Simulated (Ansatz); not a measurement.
**Tc of Zr (P6_3/mmc) from its phonons**

Aim: the phonon-mediated transition temperature of Zr (P6_3/mmc) at ambient pressure, over a range of μ*. The cell shown first is a relaxed one, from steps not shown here.

Calculated with Ansatz 0.2.0; DFT PBE, scalar-relativistic, plane waves, PseudoDojo norm-conserving pseudopotentials, in the first sound run; inputs show where later runs differ.

Experimental background.

For Zr (bulk crystal), “List of superconductors” (2026, Wikipedia's table of superconducting elements, as read in December) quotes earlier work: superconducting transition temperature (bulk, normal pressure) 0.55 K.

This is a report of a sequence of runs, with most program output left out.

### 1. The cell after earlier relaxation steps

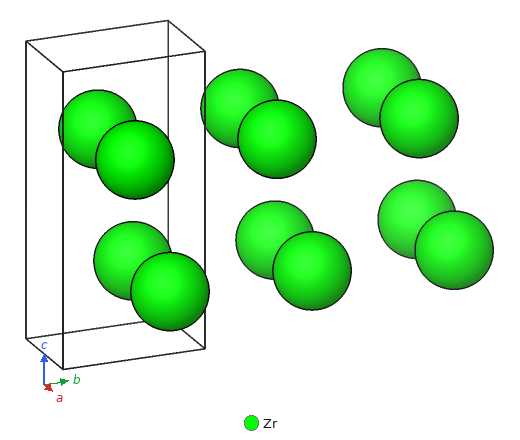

The cell as given, slightly off an axis (zirconium green). 2×3×1 cells are drawn.

Coordinates:

```cif
data_structure
_symmetry_space_group_name_H-M 'P 1'
_symmetry_Int_Tables_number 1
_cell_length_a 3.2356
_cell_length_b 3.2356
_cell_length_c 5.1656
_cell_angle_alpha 90.000
_cell_angle_beta 90.000
_cell_angle_gamma 120.000
_cell_volume 46.83
loop_
_atom_site_label
_atom_site_type_symbol
_atom_site_fract_x
_atom_site_fract_y
_atom_site_fract_z
_atom_site_occupancy
Zr1 Zr 0.33333 0.66667 0.25000 1
Zr2 Zr 0.66667 0.33333 0.75000 1
```

### 2. Coupling and resistivity: PseudoDojo files

The run that gives the couplings also evaluates McMillan's and Allen and Dynes's formulas and, where asked, the Eliashberg equations, over a range of μ*.

input.yaml reads:

```yaml
crystal:
  lattice:
    - [3.2356314377, 0.0, 0.0]
    - [-1.6178157188, 2.8021390223, 0.0]
    - [0.0, 0.0, 5.1656083996]
  atoms:
    - { symbol: Zr, position: [0.3333333333, 0.6666666667, 0.25] }
    - { symbol: Zr, position: [0.6666666667, 0.3333333333, 0.75] }
kpoints:
  mp_grid: { grid: [12, 12, 6] }
hamiltonian:
  xc: pbe
  pseudopotentials: { kind: nc, accuracy: standard }
scf:
  occupations: { method: methfessel_paxton, width: 0.2 }
output:
  eigenvalues: true
phonons:
  method: dfpt
  qmesh: [6, 6, 3]
  temperatures: { t_max: 1000, t_step: 50 }
  qpath:
    path:
      - [[0.0, 0.0, 0.0], [0.5, 0.0, 0.0], [0.33333333, 0.33333333, 0.0], [0.0, 0.0, 0.0], [0.0, 0.0, 0.5], [0.5, 0.0, 0.5], [0.33333333, 0.33333333, 0.5], [0.0, 0.0, 0.5]]
      - [[0.5, 0.0, 0.5], [0.5, 0.0, 0.0]]
    npoints: 6
  electrical_resistivity:
    mesh: [24, 24, 12]
    temperatures: [20.0, 50.0, 80.0, 100.0, 150.0, 200.0, 273.0, 300.0, 400.0, 500.0, 600.0, 800.0]
  superconductivity: { mesh: [24, 24, 12], eliashberg_equations: false }
```

Run with:

```sh
$ ansatz run input.yaml --threads 16 --pin off --max-ram 92160MiB --backend cuda --events-out ev --progress --plain --runs-dir out --max-vram 78GiB
```

Elapsed: 1.7 min, on 1 × NVIDIA GB200 with 16 threads of Arm Neoverse V2, shared host; peak memory 8.8 GiB.

This step gave:

| Item | Value |
| --- | --- |
| volume per atom | 23.42 Å³/atom |
| metallic on mesh | yes |
| gap on the k-mesh | 0 eV |
| zero-point energy | 0.04612 eV/cell |
| share of imaginary modes in the plain interpolation between solved wavevectors | 0 |
| highest frequency, solved or plainly interpolated | 202.8 cm⁻¹ |
| Debye temperature (second moment) | 242 K |
| resistivity at 300 K | 46.76 μΩ cm, mean of the axes |
| coupling constant λ | 0.5977 |
| density of states at the Fermi level | 0.9311 states/eV a spin and cell |
| log mean phonon energy ħω_log | 12.51 meV |
| transport coupling constant λ_tr | 0.6368, 0.6368, 0.6569 (xx, yy, zz) |
| Drude plasma energy | 3.886, 3.886, 4.168 eV (xx, yy, zz) |
| resistivity times mean free path | 15.46, 15.46, 11.08 × 10⁻¹⁶ Ω m² (xx, yy, zz) |
| second-moment phonon energy ħω₂ | 14.40 meV |
| coupling λ by branch | 0.181, 0.121, 0.0656, 0.0831, 0.075, 0.0731 (branches by rank of frequency) |

Transition temperatures:

```csv
μ*,McMillan Tc (K),Allen–Dynes Tc (K)
0.08,4.02,4.15
0.1,3.28,3.38
0.12,2.61,2.68
0.13,2.31,2.36
0.14,2.02,2.07
0.16,1.5,1.53
0.2,0.713,0.726
```

### 3. Resistivity: finite displacements

Finite displacements in a supercell are the other road to force constants and couplings; here with the base functional.

This step: DFT PBE, scalar-relativistic, plane waves, PAW; PAW set soft_1 (Ansatz 0.2.0).

Edit input.yaml of step 2 so:

```diff
@@ -2,5 +2,5 @@
   lattice:
-    - [3.2356314377, 0.0, 0.0]
-    - [-1.6178157188, 2.8021390223, 0.0]
-    - [0.0, 0.0, 5.1656083996]
+    - [3.2349151211, 0.0, 0.0]
+    - [-1.6174575605, 2.801518674, 0.0]
+    - [0.0, 0.0, 5.1645562949]
   atoms:
@@ -12,3 +12,3 @@
   xc: pbe
-  pseudopotentials: { kind: nc, accuracy: standard }
+  pseudopotentials: { kind: paw, azcp: { folder: soft_1 } }
 scf:
@@ -18,4 +18,4 @@
 phonons:
-  method: dfpt
-  qmesh: [6, 6, 3]
+  method: fd
+  supercell: [6, 6, 3]
   temperatures: { t_max: 1000, t_step: 50 }
```

It took 2.5 min on 1 × NVIDIA GB200 with 16 threads; peak memory 15 GiB.

This step gave:

```
volume per atom                      : 23.40 Å³/atom
zero-point energy                    : 0.04608 eV/cell
Debye temperature (second moment)    : 241 K
resistivity at 300 K                 : 46.87 μΩ cm, mean of the axes
coupling constant λ                  : 0.6033
density of states at the Fermi level : 0.9363 states/eV a spin and cell
log mean phonon energy ħω_log        : 12.52 meV
transport coupling constant λ_tr     : 0.6428, 0.6428, 0.6626 (xx, yy, zz)
Drude plasma energy                  : 3.889, 3.889, 4.173 eV (xx, yy, zz)
resistivity times mean free path     : 15.45, 15.45, 11.06 × 10⁻¹⁶ Ω m² (xx, yy, zz)
second-moment phonon energy ħω₂      : 14.41 meV
coupling λ by branch                 : 0.182, 0.121, 0.0659, 0.0843, 0.0758, 0.0742 (branches by rank of frequency)
```

Transition temperatures:

```csv
μ*,McMillan Tc (K),Allen–Dynes Tc (K)
0.08,4.12,4.25
0.1,3.38,3.48
0.12,2.7,2.77
0.13,2.39,2.45
0.14,2.09,2.14
0.16,1.56,1.6
0.2,0.756,0.77
```

### 4. Resistivity: r2SCAN at its own relaxed cell

The functional sets the lattice constant, the bands and the force constants.

This step: DFT r2SCAN, scalar-relativistic, plane waves, PAW; PAW set soft_1 (Ansatz 0.2.0).

Edit input.yaml of step 3 so:

```diff
@@ -2,5 +2,5 @@
   lattice:
-    - [3.2349151211, 0.0, 0.0]
-    - [-1.6174575605, 2.801518674, 0.0]
-    - [0.0, 0.0, 5.1645562949]
+    - [3.2462590873, 0.0, 0.0]
+    - [-1.6231295436, 2.8113428368, 0.0]
+    - [0.0, 0.0, 5.1500803258]
   atoms:
@@ -11,3 +11,3 @@
 hamiltonian:
-  xc: pbe
+  xc: r2scan
   pseudopotentials: { kind: paw, azcp: { folder: soft_1 } }
@@ -18,4 +18,4 @@
 phonons:
-  method: fd
-  supercell: [6, 6, 3]
+  method: dfpt
+  qmesh: [6, 6, 3]
   temperatures: { t_max: 1000, t_step: 50 }
```

The job ended after 4.4 min (1 × NVIDIA GB200 with 16 threads; peak memory 7.6 GiB; 45 min of CPU time).

Numbers from this step:

```yaml
volume_per_atom: 23.50 Å³/atom
zero_point_energy: 0.04845 eV/cell
highest_frequency_solved_or_plainly_interpolated: 210.8 cm⁻¹
debye_temperature_second_moment: 254 K
resistivity_at_300_k: 42.7 μΩ cm, mean of the axes
coupling_constant_lambda: 0.5442
density_of_states_at_the_fermi_level: 0.7223 states/eV a spin and cell
log_mean_phonon_energy_omega_log: 12.29 meV
transport_coupling_constant_lambda_tr: 0.5931, 0.5931, 0.6205 (xx, yy, zz)
drude_plasma_energy: 3.958, 3.958, 4.239 eV (xx, yy, zz)
resistivity_times_mean_free_path: 16.33, 16.33, 11.84 × 10⁻¹⁶ Ω m² (xx, yy, zz)
second_moment_phonon_energy_omega: 14.48 meV
coupling_lambda_by_branch: 0.182, 0.116, 0.0562, 0.0698, 0.0608, 0.0592 (branches by rank of frequency)
```

Transition temperatures:

```csv
μ*,McMillan Tc (K),Allen–Dynes Tc (K)
0.08,3.02,3.1
0.1,2.38,2.44
0.12,1.81,1.85
0.13,1.56,1.59
0.14,1.32,1.35
0.16,0.918,0.936
0.2,0.359,0.365
```

The Eliashberg function α²F has structure finer than the step of the table below, so its rows give means over 1 meV, whole bins alone (the curve runs from 0.101 to 25.8 meV). Peaks (meV: height): α²F 10.0: 0.470, 17.5: 0.378, 21.2: 0.294; α²F tr 10.0: 0.547, 17.5: 0.361, 23.6: 0.213.

The Eliashberg function α²F by phonon energy; means over each step:

```csv
phonon energy (meV),α²F,α²F tr
1,1.5e-4,9.1e-6
2,0.00159,2.8e-4
3,0.00365,0.00103
4,0.00665,0.00308
5,0.0286,0.0368
6,0.0598,0.0847
7,0.0849,0.118
8,0.114,0.158
9,0.186,0.255
10,0.381,0.441
11,0.257,0.262
12,0.184,0.184
13,0.148,0.148
14,0.131,0.132
15,0.117,0.125
16,0.104,0.124
17,0.236,0.238
18,0.329,0.320
19,0.255,0.260
20,0.230,0.240
21,0.259,0.252
22,0.242,0.235
23,0.178,0.170
24,0.110,0.122
25,0.0259,0.0244
```

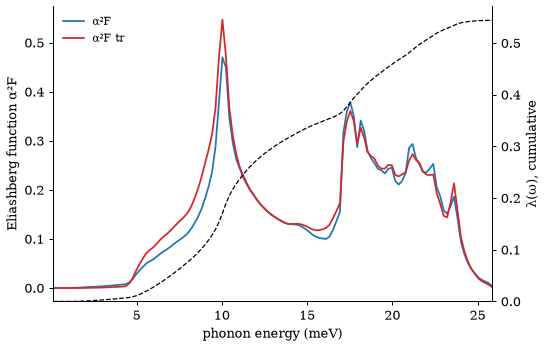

Eliashberg function α²F against phonon energy. The dashed line is the running λ.

### 5. Outcome

```json
{
  "meshes": "q 6×6×3, k 12×12×6, scattering 24×24×12",
  "coupling constant λ": "0.544",
  "log mean phonon energy ħω_log": "12.3 meV",
  "Allen–Dynes Tc at μ* = 0.1": "2.44 K",
  "Allen–Dynes Tc at μ* = 0.13": "1.59 K"
}
```

In words: In the last run (r2SCAN, q 6×6×3, k 12×12×6, scattering 24×24×12), with λ = 0.54 and ħω_log = 12.3 meV, Tc at μ* = 0.13 is 1.6 K by McMillan's formula and 1.6 K by Allen and Dynes's. Allen and Dynes's formula meets the measured 0.55 K at μ* near 0.18. Raising μ* from 0.10 to 0.16 lowers the Allen–Dynes value from 2.4 to 0.94 K. The run's transport test calls it not converged in the mesh; ρ(300 K) moves by 5 % in the component that moves most. λ of these runs moves by 0 to 2 % between their two finest meshes, and Tc by more, so small gaps between the runs or to the measured value rank nothing. Over the runs, λ takes the values 0.598, 0.603 and 0.544, in the order shown. μ* is a typed number, phonons are harmonic, and spin fluctuations are left out; at μ* = 0.13 McMillan's formula turns 1 % in λ into about 4.3 % in Tc.

Calculation against experiment:

| quantity | measured | Allen–Dynes, PBE, q 6×6×3, fine 24×24×12, PseudoDojo files | Allen–Dynes, PBE, q 6×6×3, fine 24×24×12, displacements | Allen–Dynes, r2SCAN, q 6×6×3, fine 24×24×12 |
| --- | --- | --- | --- | --- |
| superconducting transition temperature (μ* = 0.13) (kelvin) | 0.55 | 2.36 (+329.1 %) | 2.45 (+345.5 %) | 1.59 (+189.1 %) |

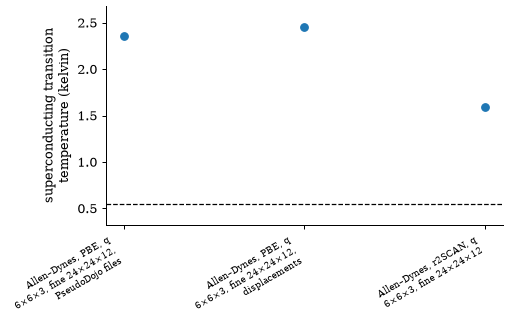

The superconducting transition temperature by level; the dashed line is the measured value.

Measured values from Wikipedia's table of superconducting elements, as read in December (2026).

Verdict: For the superconducting transition temperature, of the levels listed nearest comes Allen–Dynes, r2SCAN, q 6×6×3, fine 24×24×12 (+189.1 %, a clear miss) and farthest Allen–Dynes, PBE, q 6×6×3, fine 24×24×12, displacements (+345.5 %, a clear miss). Limits of convergence are named above.

[Logs are printed without paths, hosts, clocks, repeated set-up lines and the standing remarks that a program may print on its own settings, such as how far it seeks lower states.]

[Hosts, paths, dates, database ids (printed as entryN), source tags and the programs' standing remarks are cut or masked in the printed files.]
